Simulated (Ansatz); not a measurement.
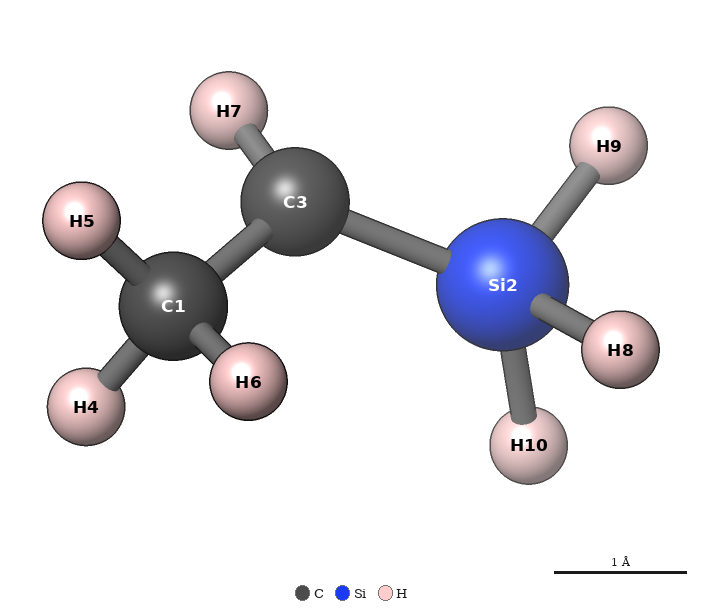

Orthographic view. Atoms fade into the background with distance from the viewer. The species has charge −1 and is a spin singlet. The computed structure is the end point of a PBE-D4/def2-SVPD optimisation. No frequency run is at hand to confirm it as a minimum.

Write a Z-matrix (Å, degrees) in the order of the atom numbers, with these reference atoms: 2 to 1; 3 to 1, 2; 4 to 1, 3, 2; 5 to 1, 4, 3; 6 to 1, 5, 4; 7 to 3, 1, 6; 8 to 2, 3, 7; 9 to 2, 8, 3; 10 to 2, 9, 8.

```
C  
Si   1   2.906
C    1   1.513   2    31.3
H    1   1.132   3   117.2   2   -81.9
H    1   1.119   4   104.8   3   125.6
H    1   1.116   5   105.4   4  -110.2
H    3   1.110   1   115.0   6  -172.6
H    2   1.538   3   113.3   7   157.9
H    2   1.529   8   106.2   3   123.3
H    2   1.577   9    99.9   8  -101.2
```
